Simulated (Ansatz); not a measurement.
# HgS, pressure series

Start from HgS in the zinc blende structure (space group F-43m, No. 216).

HgS is taken in the cubic space group F-43m (No. 216), the zinc blende structure, Pearson symbol cF8. Conventional cell: a = b = c = 5.876 Å, α = β = γ = 90.00°. S on 4c is surrounded by 4 Hg at 2.544 Å (tetrahedral). Hg on 4a is surrounded by 4 S at 2.544 Å (tetrahedral). (Neighbours: up to the widest gap in distance over summed covalent radii, below 1.35, at either atom; cation-cation and far metal-metal contacts left out.)
(The calculation used a cell of 2 atoms; values per cell refer to that cell.)

Cell and atoms are relaxed at each pressure.

Level of theory: Ansatz (a first-principles code), PBEsol, PAW, cutoff 420 eV, no SOC.

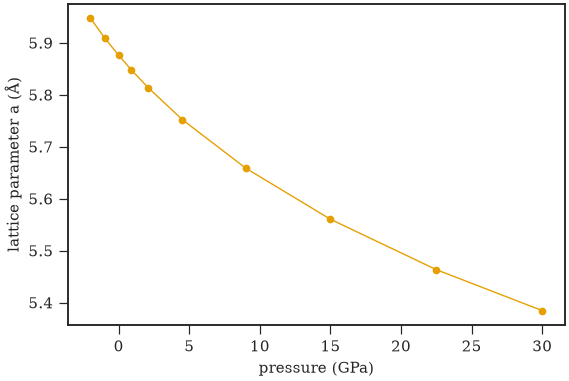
Lattice parameter a against pressure

```json
[
 {"pressure (GPa)": "-2", "lattice parameter a": "5.947 Å"},
 {"pressure (GPa)": "-1", "lattice parameter a": "5.910 Å"},
 {"pressure (GPa)": "0.9", "lattice parameter a": "5.848 Å"},
 {"pressure (GPa)": "2.1", "lattice parameter a": "5.813 Å"},
 {"pressure (GPa)": "4.5", "lattice parameter a": "5.752 Å"},
 {"pressure (GPa)": "9", "lattice parameter a": "5.659 Å"},
 {"pressure (GPa)": "15", "lattice parameter a": "5.560 Å"},
 {"pressure (GPa)": "22.5", "lattice parameter a": "5.463 Å"},
 {"pressure (GPa)": "30", "lattice parameter a": "5.384 Å"}
]
```

A case with no gap was solved on a k-mesh chosen for an insulator, which is coarse for it. With Hg present, leaving out spin-orbit coupling can change the band edges. Load acts through the strain it causes; cell and atoms are relaxed under it. No phonon test of stability was made. Tetrahedral semiconductors of this kind turn to denser phases somewhere between about 1 and 50 GPa; those were not computed, so compressed cells here can lie past the real transition. The final runs are not spin-polarised.
